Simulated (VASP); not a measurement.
Band structure of TiSe2 (1T layered). All values below come from PBE GGA, VASP's PBE PAW potentials (set 64) (plane waves; VASP 6.6.1).

Without a dispersion term in the relaxation, distances and binding between the weakly bound layers, chains or molecules are unreliable, and so is what depends on them.

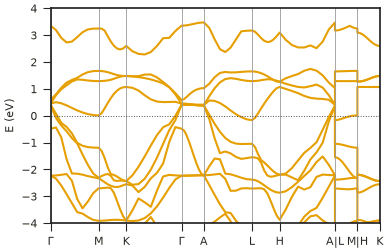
Figure: Bands along high-symmetry lines, zero at the valence-band maximum or, without a gap, the Fermi level

Task: Read the plot: is there a gap, and where are the band edges?

Result: It has no gap at this level: it comes out as a metal or semimetal. (Edges off the drawn lines would not show.)

The compound is TiSe2 in the 1T layered structure. It was relaxed first, which changed the volume by +9 %.
